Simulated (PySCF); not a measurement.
**KLi (Lithium Potassium) at 5 levels**

Wanted: a comparison of 5 runs (HF/def2-SVP, PBE0/def2-SVP, B3LYP/6-31G*, SVWN5/def2-TZVP, MP2/def2-SVP) of KLi (Lithium Potassium). 

Program for the calculation: PySCF 2.14.0.

## (1) The structure to begin with

The species is KLi (2 atoms), meant as a singlet with charge 0. As SMILES, `[Li][K]`. The bond length is the measured one.

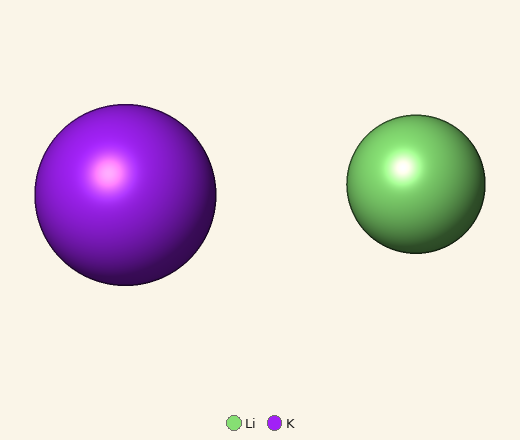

The structure, seen from a chosen angle (lithium green, potassium purple).

## (2) Energy and forces at HF/def2-SVP (run 1)

The input, job.py:

```python
import pyscf.grad
from pyscf import gto, scf

mol = gto.M(
    atom='Li 0.000000 0.000000 0.000000; K 0.000000 0.000000 3.270000',
    basis='def2-svp',
    verbose=4,
    max_memory=1860,
)

hf = scf.RHF(mol)
hf.conv_tol = 1e-10
hf.kernel()
if not hf.converged:
    hf = hf.newton().run(hf.mo_coeff, hf.mo_occ)

e_tot = hf.e_tot
print('Final energy', e_tot)
grad = hf.Gradients().kernel()
dip = hf.dip_moment()
pop, q = hf.mulliken_pop()
```

Launch:

```console
$ OMP_NUM_THREADS=1 python job.py
```

Standard output:

```text
PySCF version 2.14.0

[... 52 lines left out ...]
converged SCF energy = -606.500776848292
Final energy -606.5007768482916
[... 8 lines left out ...]
Dipole moment(X, Y, Z, Debye):  0.00000,  0.00000,  3.93961
[... 36 lines left out ...]
charge of    1K =      0.12906
```

It took 1.8 s on 1 thread of Intel Xeon at 2.70GHz, shared host; peak memory 0.12 GiB.

## (3) Energy and forces at PBE0/def2-SVP (run 2)

The input, job.py:

```python
import pyscf.grad
from pyscf import gto, dft

mol = gto.Mole()
mol.atom = '''
Li       0.000000       0.000000       0.000000
K        0.000000       0.000000       3.270000
'''
mol.max_memory = 1860
mol.charge = 0
mol.basis = 'def2-svp'
mol.verbose = 4
mol.build()

ks = dft.RKS(mol, xc='pbe0')
ks.grids.level = 5
ks.conv_tol = 1e-10
ks.kernel()
if not ks.converged:
    ks = ks.newton().run(ks.mo_coeff, ks.mo_occ)

e_tot = ks.e_tot
print('E(%s) = %.9f' % ('PBE0', e_tot))
grad = ks.Gradients().kernel()
dip = ks.dip_moment()
pop, q = ks.mulliken_pop()
```

Launch:

```console
$ OMP_NUM_THREADS=1 python job.py
```

Standard output:

```text
PySCF version 2.14.0

[... 65 lines left out ...]
converged SCF energy = -607.144738163259
[... 10 lines left out ...]
Dipole moment(X, Y, Z, Debye):  0.00000,  0.00000,  3.02566
[... 36 lines left out ...]
charge of    1K =      0.07944
```

Run time: 4.2 s. Hardware: 1 thread of Intel Xeon at 2.70GHz, shared host; peak memory 0.38 GiB.

Runs 3 to 4 aren't shown in full; the table further down has their settings and results.

## (4) Energy and gradient at MP2/def2-SVP (run 5)

The input, run.py:

```python
import pyscf.grad
from pyscf import gto, mp

system = gto.M(
    atom=[
    ('Li', (0.000000, 0.000000, 0.000000)),
    ('K', (0.000000, 0.000000, 3.270000)),
],
    spin=0,
    verbose=4,
    charge=0,
    max_memory=1860,
    basis='def2-svp',
)

hf = system.RHF()
hf.conv_tol = 1e-10
hf.kernel()
if not hf.converged:
    hf = hf.newton().run(hf.mo_coeff, hf.mo_occ)

pt = mp.MP2(hf, frozen=5).run()
energy = pt.e_tot
print('E(%s) = %.9f' % ('MP2', energy))
grad = pt.Gradients().kernel()
hf.analyze()
```

Launch:

```console
$ OMP_NUM_THREADS=1 python run.py
```

Standard output:

```text
PySCF version 2.14.0

[... 71 lines left out ...]
Two-electron Energy =                  236.225358233243554
[... 8 lines left out ...]
MO #5   energy= -11.5161712344375  occ= 2
[... 6 lines left out ...]
MO #12  energy= 0.00251577672349923 occ= 0
[... 6 lines left out ...]
MO #19  energy= 0.132410156720054  occ= 0
[... 6 lines left out ...]
MO #26  energy= 0.727532809436654  occ= 0
[... 6 lines left out ...]
MO #33  energy= 0.810072857291797  occ= 0
[... 38 lines left out ...]
Dipole moment(X, Y, Z, Debye):  0.00000,  0.00000,  3.93961
```

Run time: 1.3 s. Hardware: 1 thread of Intel Xeon at 2.70GHz, shared host; peak memory 0.14 GiB.

## (5) The series

```csv
run,level,integration grid,frozen core orbitals,energy (Eh),dipole moment (D) of the reference,HOMO energy (eV),LUMO energy (eV),wall time
1,HF/def2-SVP,–,–,-606.500777,3.94,-4.15,0.07,1.8 s
2,PBE0/def2-SVP,5,–,-607.144738,3.03,-3.30,-1.25,4.2 s
3,B3LYP/6-31G* (spherical functions),5,–,-607.403259,2.49,-3.23,-1.41,4.5 s
4,SVWN5/def2-TZVP,5,–,-605.551896,2.13,-2.93,-1.75,2.7 s
5,MP2/def2-SVP,–,5,-606.565876,3.94,-4.15,0.07,1.3 s
```

## (6) Outcome

| quantity | value |
| --- | --- |
| run 5: total energy | -606.56588 Eh |
| run 5: dipole moment (Hartree–Fock density) | 3.94 D |
| run 5: HOMO energy (Hartree–Fock orbitals) | -4.15 eV |
| run 5: LUMO energy (Hartree–Fock orbitals) | 0.07 eV |
| run 5: HOMO–LUMO gap (Hartree–Fock orbitals) | 4.22 eV |
| run 5: correlation energy (5 core orbitals frozen) | -65.1 mEh |
| run 5: largest force on an atom | 0.215 eV/Å |

In words: Over runs 1, 2, 3, 4 the dipole moment (its size) runs from 2.13 D (SVWN5/def2-TZVP) to 3.94 D (HF/def2-SVP). The two ends differ in method and basis. Over runs 1, 2, 3, 4 the HOMO–LUMO gap runs from 1.17 eV (SVWN5/def2-TZVP) to 4.22 eV (HF/def2-SVP). Totals of different functionals can't be ranked against each other. All runs together took 15 s, the longest 4.5 s.
